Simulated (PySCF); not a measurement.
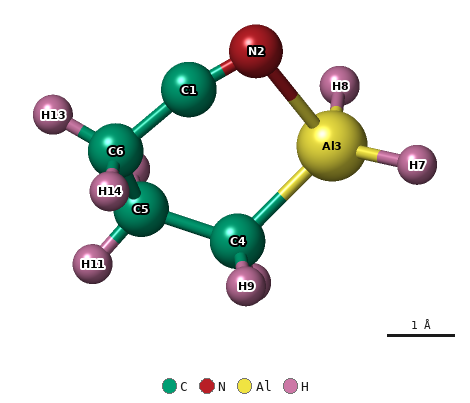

Fig. 1: The structure as given in the input (ball-and-stick view, seen at a tilt; atoms are numbered from 1 in the order of the input). Sticks mark near contacts. Bond lengths as drawn: Al–C 2.02 Å, Al–H 1.60 Å, Al–N 2.23 Å, C–C 1.45 to 1.55 Å, C–H 1.10 to 1.11 Å and C–N 1.16 Å.

# Excited-state calculation, with input and output: C4H8AlN

- system: C4H8AlN, SMILES C1#[N+][AlH2-][CH2]CC1
- method: TDDFT PBE0/def2-SVPD, vertical, gas phase, core orbitals frozen in the response (PySCF 2.14.0)

The geometry comes from this level: PBE0-D3(BJ)/def2-SVP.

**The input**
```
{"job": {"kind": "uv", "xc": "PBE0", "basis": "def2-SVPD", "ip": true}, "charge": 0, "multiplicity": 1}
C     -0.481221     0.689155     2.107030
N     -1.102803     0.005698     2.810970
Al    -1.705580    -1.524600     1.304785
C     -0.971637    -0.539250    -0.297353
C      0.340752     0.214625    -0.088947
C      0.222575     1.308509     1.003269
H     -3.291290    -1.528650     1.479615
H     -0.819187    -2.743285     1.837221
H     -1.737777     0.153377    -0.693982
H     -0.822689    -1.292210    -1.092365
H      0.699826     0.723387    -1.000307
H      1.139889    -0.481734     0.215934
H      1.199924     1.691410     1.333738
H     -0.378675     2.163160     0.652701
```

The first line tells a small driver script what to run in PySCF; the rest is the geometry in Å.

Run on 1 CPU thread, shared host.

Launched with:
```bash
OMP_NUM_THREADS=1 python <driver script> task.json out
```

**What the program printed**
```
coarse grid: 11992 points
cycle   1  E = -453.6815023416  dE =  4.332e-01  |g| = 4.765e-01  |ddm| = 4.661e+00
cycle   2  E = -453.5628534885  dE =  1.186e-01  |g| = 8.855e-01  |ddm| = 1.820e+00
cycle   3  E = -453.7379571187  dE = -1.751e-01  |g| = 1.652e-01  |ddm| = 1.106e+00
cycle   4  E = -453.7438414882  dE = -5.884e-03  |g| = 4.965e-02  |ddm| = 2.205e-01
cycle   5  E = -453.7444621571  dE = -6.207e-04  |g| = 5.800e-03  |ddm| = 7.008e-02
cycle   6  E = -453.7444706946  dE = -8.537e-06  |g| = 2.216e-03  |ddm| = 1.431e-02
final grid: 110696 points
cycle   7  E = -453.8073625668  dE = -2.129e-05  |g| = 6.735e-03  |ddm| = 8.021e-02
cycle   8  E = -453.8073563415  dE =  6.225e-06  |g| = 8.358e-03  |ddm| = 1.901e-02
cycle   9  E = -453.8073746797  dE = -1.834e-05  |g| = 7.121e-04  |ddm| = 1.062e-02
cycle  10  E = -453.8073747743  dE = -9.462e-08  |g| = 3.893e-04  |ddm| = 1.324e-03
cycle  11  E = -453.8073748059  dE = -3.159e-08  |g| = 9.746e-05  |ddm| = 4.733e-04
cycle  12  E = -453.8073748081  dE = -2.218e-09  |g| = 1.737e-05  |ddm| = 1.519e-04
cycle  13  E = -453.8073748082  dE = -8.515e-11  |g| = 3.901e-06  |ddm| = 5.020e-05
```

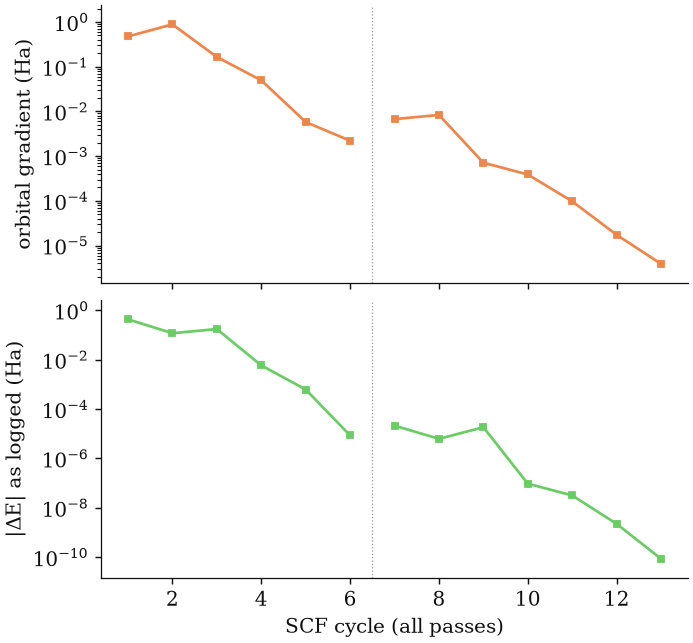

Fig. 2: Convergence of the self-consistent field: orbital gradient and size of the energy change against the SCF cycle. The dotted line marks the change from a coarse to the final integration grid. The first 6 cycles use a coarse grid, the final grid takes over at cycle 7, and the field converges after 13 cycles in all.

```
converged SCF energy = -453.8073748082

Static polarisability (au): isotropic 79.365, principal 68.596 75.767 93.732

Singlet excitations
state   eV       nm        f      main configurations
  1   4.9040    252.8   0.00857   H->L 0.99
  2   5.2741    235.1   0.00858   H-1->L 0.98
  3   5.6347    220.0   0.00056   H->L+1 0.99
  4   6.0589    204.6   0.01006   H-1->L+1 0.98
  5   6.2836    197.3   0.00675   H->L+2 0.93
  6   6.6928    185.3   0.03457   H-1->L+2 0.82
  7   6.7727    183.1   0.03436   H->L+3 0.86
  8   7.0783    175.2   0.00147   H-1->L+3 0.83
  9   7.1896    172.4   0.00591   H-2->L 0.47, H-3->L 0.24, H-5->L 0.16
 10   7.4081    167.4   0.02267   H->L+4 0.85

Triplet excitations (Tamm-Dancoff, eV): 4.7440 5.0320 5.5472 5.8200
Vertical ionisation energy (delta-SCF) = 9.2162 eV
```

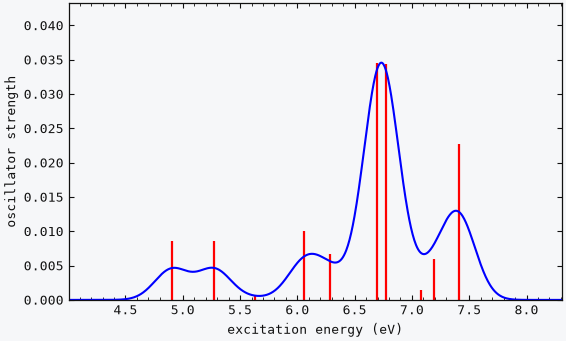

Fig. 3: Computed excitations as sticks (degenerate states added up, dark ones marked on the axis), with a Gaussian envelope of 0.35 eV full width at half maximum, scaled to the tallest. Of the 10 states the lowest lies at 4.90 eV (f = 0.009); the strongest line is at 6.69 eV, or 185 nm (f = 0.035).

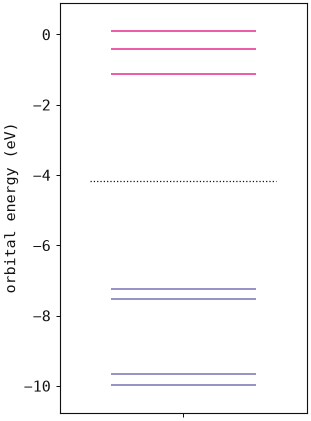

Fig. 4: Orbital energies near the frontier; the dotted line parts filled from empty levels, and levels within 0.02 eV of each other stand side by side. Highest filled −7.25 eV, lowest empty −1.11 eV, 6.14 eV apart.

**Results in brief**

- outcome: converged
- total energy: −453.807375 hartree
- HOMO: −7.25 eV
- LUMO: −1.11 eV
- dipole moment: 5.31 D
- mean polarisability: 79.36 a.u.
- vertical ionisation energy: 9.22 eV
- lowest singlet excitation: 4.90 eV
- wall time: 89 s
- peak memory: 0.83 GiB
